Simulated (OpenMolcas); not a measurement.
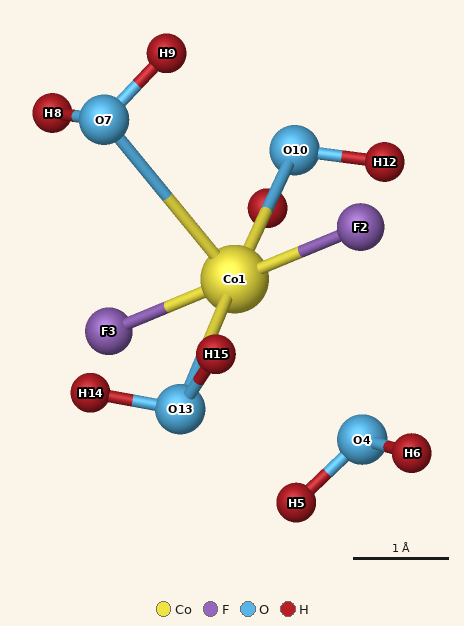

The input geometry (ball-and-stick view, seen at a tilt; atoms are numbered from 1 in the order of the input). Sticks mark near contacts. Bond lengths as drawn: Co–F 1.71 Å, Co–O 2.32 to 2.34 Å and H–O 0.96 Å.

# Single-point calculation, with input and output: CoH₈O₄F₂ (part 1 of 2)

The run: single-point calculation of CoH₈O₄F₂ (trans-CoF2(H2O)4), multiplicity 2. Method and program: NEVPT2/ANO-RCC-VDZ, DKH2 (OpenMolcas 26.06).

The geometry comes from this level: GFN2-xTB.

### Input
```
&GATEWAY
 COORD
 15
 angstrom
 Co      -0.010070      -0.001220      -0.001680
 F        0.009550      -0.033650       1.704930
 F       -0.028270       0.029490      -1.706910
 O        2.332490       0.123250      -0.018860
 H        2.440860      -0.440800      -0.790770
 H        2.458230      -0.429390       0.758670
 O       -2.349140      -0.112620      -0.032790
 H       -2.437070       0.387290      -0.850670
 H       -2.486660       0.501650       0.694460
 O       -0.059310       2.318000       0.012280
 H        0.474240       2.423380      -0.781760
 H        0.528900       2.422920       0.766820
 O        0.077890      -2.319420       0.030580
 H       -0.576360      -2.463510      -0.660140
 H       -0.375280      -2.405380       0.875840
 BASIS=ANO-RCC-VDZ
 GROUP=NoSym
 RICD

&SEWARD

&RASSCF
 FILEORB=$CurrDir/step2.RasOrb
 SPIN=2
 NACTEL=7 0 0
 INACTIVE=39
 RAS2=5
 ORBLISTING=Nothing
 ORBAPPEAR=Compact

&CASPT2
 SC-NEVPT2
```

Hardware: 1 thread of Arm Neoverse V1, 24 GiB of memory available, shared host.

Command:
```bash
export MOLCAS_MEM=1860
pymolcas step10.inp > step10.log
```

### Output
```
--- Start Module: gateway ---

                                              &GATEWAY

                       available to each process: 1.9 GB of memory, 1 thread

++    Symmetry information:
      ---------------------

                    Character Table for C1

                             E
                    a        1  x, y, xy, Rz, z, xz, Ry, yz, Rx, I
--

++    Basis set information:
      ----------------------

      Basis set label: CO.ANO-RCC...5S4P2D.

      Electronic valence basis set:
      ------------------
      Associated Effective Charge  27.000000 au
      Associated Actual Charge     27.000000 au
      Nuclear Model: Point charge

      Shell  nPrim  nBasis  Cartesian Spherical Contaminant
         s      21       5        X
         p      15       4        X
         d      10       2                 X

      Basis set label: F.ANO-RCC...3S2P.

      Electronic valence basis set:
      ------------------
      Associated Effective Charge   9.000000 au
      Associated Actual Charge      9.000000 au
      Nuclear Model: Point charge

      Shell  nPrim  nBasis  Cartesian Spherical Contaminant
         s      14       3        X
         p       9       2        X

      Basis set label: O.ANO-RCC...3S2P.

      Electronic valence basis set:
      ------------------
      Associated Effective Charge   8.000000 au
      Associated Actual Charge      8.000000 au
      Nuclear Model: Point charge

      Shell  nPrim  nBasis  Cartesian Spherical Contaminant
         s      14       3        X
         p       9       2        X

      Basis set label: H.ANO-RCC...2S.

      Electronic valence basis set:
      ------------------
      Associated Effective Charge   1.000000 au
      Associated Actual Charge      1.000000 au
      Nuclear Model: Point charge

      Shell  nPrim  nBasis  Cartesian Spherical Contaminant
         s       8       2        X

      Basis set label: O.ANO-RCC...3S2P.

      Electronic valence basis set:
      ------------------
      Associated Effective Charge   8.000000 au
      Associated Actual Charge      8.000000 au
      Nuclear Model: Point charge

      Shell  nPrim  nBasis  Cartesian Spherical Contaminant
         s      14       3        X
         p       9       2        X

      Basis set label: H.ANO-RCC...2S.

      Electronic valence basis set:
      ------------------
      Associated Effective Charge   1.000000 au
      Associated Actual Charge      1.000000 au
      Nuclear Model: Point charge

      Shell  nPrim  nBasis  Cartesian Spherical Contaminant
         s       8       2        X

      Basis set label: O.ANO-RCC...3S2P.

      Electronic valence basis set:
      ------------------
      Associated Effective Charge   8.000000 au
      Associated Actual Charge      8.000000 au
      Nuclear Model: Point charge

      Shell  nPrim  nBasis  Cartesian Spherical Contaminant
         s      14       3        X
         p       9       2        X

      Basis set label: H.ANO-RCC...2S.

      Electronic valence basis set:
      ------------------
      Associated Effective Charge   1.000000 au
      Associated Actual Charge      1.000000 au
      Nuclear Model: Point charge

      Shell  nPrim  nBasis  Cartesian Spherical Contaminant
         s       8       2        X

      Basis set label: O.ANO-RCC...3S2P.

      Electronic valence basis set:
      ------------------
      Associated Effective Charge   8.000000 au
      Associated Actual Charge      8.000000 au
      Nuclear Model: Point charge

      Shell  nPrim  nBasis  Cartesian Spherical Contaminant
         s      14       3        X
         p       9       2        X

      Basis set label: H.ANO-RCC...2S.

      Electronic valence basis set:
      ------------------
      Associated Effective Charge   1.000000 au
      Associated Actual Charge      1.000000 au
      Nuclear Model: Point charge

      Shell  nPrim  nBasis  Cartesian Spherical Contaminant
         s       8       2        X
--

++    Molecular structure info:
      -------------------------

                    ************************************************
                    **** Cartesian Coordinates / bohr, angstrom ****
                    ************************************************

     Center  Label                x              y              z                     x              y              z
        1      CO1             -0.019030      -0.002305      -0.003175             -0.010070      -0.001220      -0.001680
        2      F2               0.018047      -0.063589       3.221851              0.009550      -0.033650       1.704930
        3      F3              -0.053423       0.055728      -3.225592             -0.028270       0.029490      -1.706910
        4      O4               4.407767       0.232909      -0.035640              2.332490       0.123250      -0.018860
        5      H5               4.612557      -0.832991      -1.494339              2.440860      -0.440800      -0.790770
        6      H6               4.645381      -0.811430       1.433679              2.458230      -0.429390       0.758670
        7      O7              -4.439231      -0.212821      -0.061964             -2.349140      -0.112620      -0.032790
        8      H8              -4.605395       0.731872      -1.607533             -2.437070       0.387290      -0.850670
        9      H9              -4.699106       0.947981       1.312339             -2.486660       0.501650       0.694460
       10      O10             -0.112080       4.380385       0.023206             -0.059310       2.318000       0.012280
       11      H11              0.896184       4.579524      -1.477312              0.474240       2.423380      -0.781760
       12      H12              0.999476       4.578655       1.449080              0.528900       2.422920       0.766820
       13      O13              0.147191      -4.383069       0.057788              0.077890      -2.319420       0.030580
       14      H14             -1.089163      -4.655359      -1.247484             -0.576360      -2.463510      -0.660140
       15      H15             -0.709176      -4.545509       1.655098             -0.375280      -2.405380       0.875840

                    ***************************************
                    *    InterNuclear Distances / bohr    *
                    ***************************************

               1 CO1           2 F2            3 F3            4 O4            5 H5            6 H6
    1 CO1      0.000000
    2 F2       3.225821        0.000000
    3 F3       3.223124        6.448943        0.000000
    4 O4       4.433160        5.474377        5.487204        0.000000
    5 H5       4.936112        6.629023        5.055534        1.818209        0.000000
    6 H6       4.947318        5.016877        6.673794        1.818241        2.928281        0.000000
    7 O7       4.425602        5.538325        5.414423        8.858259        9.185378        9.226346
    8 H8       4.914034        6.732899        4.878088        9.162800        9.350521        9.859392
    9 H9       4.953457        5.188549        6.555251        9.233825        9.887182        9.509453
   10 O10      4.383758        5.476967        5.409324        6.134659        7.197529        7.181769
   11 H11      4.899374        6.664215        4.941960        5.770850        6.565596        7.182808
   12 H12      4.912392        5.065210        6.589236        5.718947        7.141707        6.507371
   13 O13      4.384339        5.355920        5.524830        6.282395        5.911991        5.906217
   14 H14      4.934004        6.502708        5.213445        7.455197        6.868846        7.406040
   15 H15      4.885373        4.803247        6.739624        7.202429        7.212668        6.531743

               7 O7            8 H8            9 H9           10 O10          11 H11          12 H12
    7 O7       0.000000
    8 H8       1.819022        0.000000
    9 H9       1.817610        2.929358        0.000000
   10 O10      6.311025        6.013388        5.872314        0.000000
   11 H11      7.310023        6.714816        7.230320        1.818738        0.000000
   12 H12      7.404123        7.453536        6.758279        1.818786        2.928215        0.000000
   13 O13      6.200046        7.177951        7.313042        8.767356        9.123903        9.109038
   14 H14      5.688986        6.443274        7.140155        9.176820        9.448677        9.843825
   15 H15      5.969405        7.326393        6.798196        9.093470        9.780359        9.285059

              13 O13          14 H14          15 H15
   13 O13      0.000000
   14 H14      1.818363        0.000000
   15 H15      1.819657        2.929409        0.000000

                    *******************************************
                    *    InterNuclear Distances / angstrom    *
                    *******************************************

               1 CO1           2 F2            3 F3            4 O4            5 H5            6 H6
    1 CO1      0.000000
    2 F2       1.707031        0.000000
    3 F3       1.705604        3.412634        0.000000
    4 O4       2.345927        2.896916        2.903703        0.000000
    5 H5       2.612078        3.507928        2.675273        0.962155        0.000000
    6 H6       2.618008        2.654817        3.531620        0.962172        1.549579        0.000000
    7 O7       2.341928        2.930755        2.865189        4.687589        4.860693        4.882372
    8 H8       2.600395        3.562896        2.581373        4.848745        4.948083        5.217366
    9 H9       2.621257        2.745662        3.468889        4.886330        5.232072        5.032186
   10 O10      2.319785        2.898286        2.862491        3.246322        3.808768        3.800429
   11 H11      2.592637        3.526551        2.615173        3.053802        3.474364        3.800979
   12 H12      2.599526        2.680394        3.486873        3.026336        3.779229        3.443552
   13 O13      2.320092        2.834231        2.923614        3.324500        3.128491        3.125435
   14 H14      2.610963        3.441085        2.758837        3.945120        3.634837        3.919107
   15 H15      2.585228        2.541769        3.566456        3.811361        3.816780        3.456450

               7 O7            8 H8            9 H9           10 O10          11 H11          12 H12
    7 O7       0.000000
    8 H8       0.962585        0.000000
    9 H9       0.961838        1.550150        0.000000
   10 O10      3.339651        3.182148        3.107495        0.000000
   11 H11      3.868298        3.553328        3.826121        0.962434        0.000000
   12 H12      3.918093        3.944242        3.576327        0.962460        1.549544        0.000000
   13 O13      3.280923        3.798408        3.869895        4.639485        4.828161        4.820295
   14 H14      3.010482        3.409634        3.778407        4.856164        5.000025        5.209128
   15 H15      3.158873        3.876960        3.597450        4.812057        5.175543        4.913442

              13 O13          14 H14          15 H15
   13 O13      0.000000
   14 H14      0.962237        0.000000
   15 H15      0.962921        1.550176        0.000000

                    **************************************
                    *    Valence Bond Angles / degree    *
                    **************************************
                          Atom centers                 Phi
                      5 H5       4 O4       6 H6       107.27
                      4 O4       5 H5       6 H6        36.37
                      4 O4       6 H6       5 H5        36.36
                      8 H8       7 O7       9 H9       107.32
                      7 O7       8 H8       9 H9        36.32
                      7 O7       9 H9       8 H8        36.36
                     11 H11     10 O10     12 H12      107.22
                     10 O10     11 H11     12 H12       36.39
                     10 O10     12 H12     11 H11       36.39
                     14 H14     13 O13     15 H15      107.26
                     13 O13     14 H14     15 H15       36.38
                     13 O13     15 H15     14 H14       36.35
--

            Nuclear Potential Energy            655.94998848 au

--- Stop Module: gateway /rc=_RC_ALL_IS_WELL_ ---
--- Module gateway spent 2 seconds ---

--- Start Module: seward ---

                                              &SEWARD

                       available to each process: 1.9 GB of memory, 1 thread

               SEWARD will generate:
                  Multipole Moment integrals up to order  2
                  Kinetic Energy integrals
                  Nuclear Attraction integrals (point charge)
                  One-Electron Hamiltonian integrals
                  Velocity integrals
                  Relativistic Douglas-Kroll-Hess integrals:
                    - Parametrization         : EXP
                    - DKH order of Hamiltonian: 2
                    - DKH order of Properties : 0
                         - multipole moment operators
                         - electric potential operators
                         - contact operators
                  Orbital angular momentum around ( -0.0100  -0.0001  -0.0030 )
                  Velocity quadrupole around ( -0.0100  -0.0001  -0.0030 )
                  Atomic mean-field integrals
                  RI decomposed two-electron repulsion integrals stored Cholesky style
                   - acCD auxiliary basis
                   - CD Threshold:   1.00E-04

                   Integrals are discarded if absolute value <: 1.00E-14
                   Integral cutoff threshold is set to       <: 1.00E-16

            Nuclear Potential Energy            655.94998848 au

      Basis set specifications :
      Symmetry species         a
      Basis functions           97

--- Stop Module: seward /rc=_RC_ALL_IS_WELL_ ---
--- Module seward spent 2 seconds ---

--- Start Module: rasscf ---

                                              &RASSCF

                       available to each process: 1.9 GB of memory, 1 thread

      Header of the ONEINT file:
      --------------------------

      OrdInt status: non-squared

      Cartesian coordinates in angstrom:
      -----------------------------------------------------
      No.  Label        X            Y            Z
      -----------------------------------------------------
       1   CO1       -0.01007000  -0.00122000  -0.00168000
       2   F2         0.00955000  -0.03365000   1.70493000
       3   F3        -0.02827000   0.02949000  -1.70691000
       4   O4         2.33249000   0.12325000  -0.01886000
       5   H5         2.44086000  -0.44080000  -0.79077000
       6   H6         2.45823000  -0.42939000   0.75867000
       7   O7        -2.34914000  -0.11262000  -0.03279000
       8   H8        -2.43707000   0.38729000  -0.85067000
       9   H9        -2.48666000   0.50165000   0.69446000
      10   O10       -0.05931000   2.31800000   0.01228000
      11   H11        0.47424000   2.42338000  -0.78176000
      12   H12        0.52890000   2.42292000   0.76682000
      13   O13        0.07789000  -2.31942000   0.03058000
      14   H14       -0.57636000  -2.46351000  -0.66014000
      15   H15       -0.37528000  -2.40538000   0.87584000
      -----------------------------------------------------
      Nuclear repulsion energy =  655.94998848

++    Wave function specifications:
      -----------------------------

      Number of closed shell electrons          78
      Number of electrons in active shells       7
      Max number of holes in RAS1 space          0
      Max nr of electrons in RAS3 space          0
      Number of inactive orbitals               39
      Number of active orbitals                  5
      Number of secondary orbitals              53
      Spin quantum number                      0.5
      State symmetry                             1
--

++    Orbital specifications:
      -----------------------
```
